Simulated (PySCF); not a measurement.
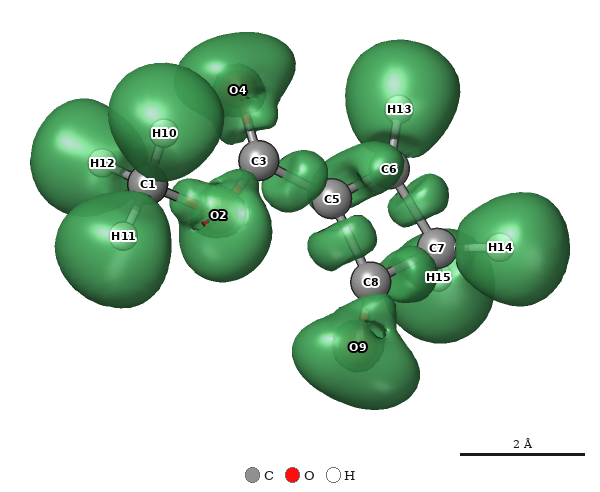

*C₆H₆O₃ (SMILES COC(=O)C1=CCC1=O). Isosurface of the ELF at 0.75 (green), seen at a tilt. Only the valence region is drawn (cores and ρ < 0.01 e/Å³ removed).*

Geometry: GFN2-xTB, NEB image 0 of 0 to 8.

All numbers below come from PBE0/pcSseg-1, SCF density, gas phase, non-relativistic (PySCF).

| atom | x (Å) | y (Å) | z (Å) |
| --- | --- | --- | --- |
| C | 2.9447 | 0.2048 | -0.3166 |
| O | 1.5542 | 0.4641 | -0.2048 |
| C | 0.7700 | -0.5975 | -0.0143 |
| O | 1.1670 | -1.7341 | 0.0669 |
| C | -0.6483 | -0.2090 | 0.0857 |
| C | -1.7782 | -0.9228 | 0.2746 |
| C | -2.7068 | 0.2623 | 0.2407 |
| C | -1.4070 | 1.0732 | 0.0238 |
| O | -1.1607 | 2.2280 | -0.1252 |
| H | 3.3163 | -0.2684 | 0.5948 |
| H | 3.4215 | 1.1691 | -0.4700 |
| H | 3.1394 | -0.4596 | -1.1612 |
| H | -1.9686 | -1.9720 | 0.4053 |
| H | -3.2364 | 0.4790 | 1.1673 |
| H | -3.4116 | 0.2910 | -0.5890 |

Question: Identify the bonds, lone pairs and shells in this picture.

Answer: The ELF exceeds this value in five regions between bonded C–C atoms (shared pairs), six regions around hydrogen nuclei and three regions on O in which the atom's valence shell and bonds are merged.

Values along the shortest contacts:
C–O (1.19 Å): the ELF peaks at about 0.85 between the atoms; a multiple bond. C–C (1.35 Å): the ELF peaks at about 0.90 between the atoms: a covalent bond.
